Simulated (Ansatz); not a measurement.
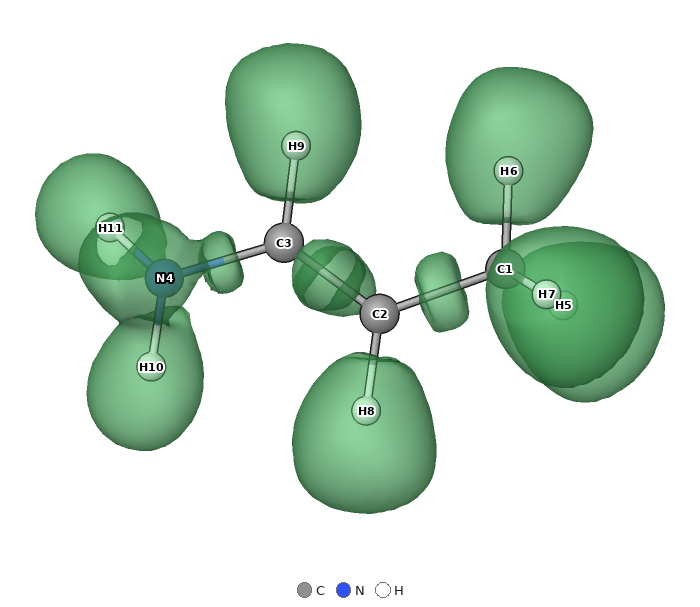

C3H7N. Isosurface of the electron localisation function at 0.8 (green), seen across its widest extent. Core shells and regions of very low density are left out.

Geometry: PBE0-D4/def2-TZVP.

All numbers below come from Ansatz, RKS PBE0-D4/def2-TZVPP.

| atom | x (Å) | y (Å) | z (Å) |
| --- | --- | --- | --- |
| C | -0.5615 | 1.6099 | -0.1110 |
| C | 0.2220 | 0.3591 | -0.3232 |
| C | 0.0278 | -0.7644 | 0.3654 |
| N | 0.7884 | -1.9241 | 0.2907 |
| H | -1.0586 | 1.9393 | -1.0297 |
| H | -1.3323 | 1.4665 | 0.6502 |
| H | 0.0746 | 2.4396 | 0.2165 |
| H | 1.0088 | 0.3850 | -1.0757 |
| H | -0.7535 | -0.8029 | 1.1212 |
| H | 1.3765 | -1.9888 | -0.5264 |
| H | 0.2733 | -2.7763 | 0.4426 |

Q: Describe the localisation domains.

A: At this value the surface marks out two regions between bonded C–C atoms (shared pairs), five regions around hydrogen nuclei and one joined region spread over several atoms (H, N), in which their bonds and any lone pairs are merged. Along the contacts the grid gives the following. C–C (1.33 Å): the ELF peaks at about 0.95 between the atoms; a short, multiple covalent bond. C–N (1.39 Å): the ELF peaks at about 0.90 between the atoms; localised, covalent bonding.
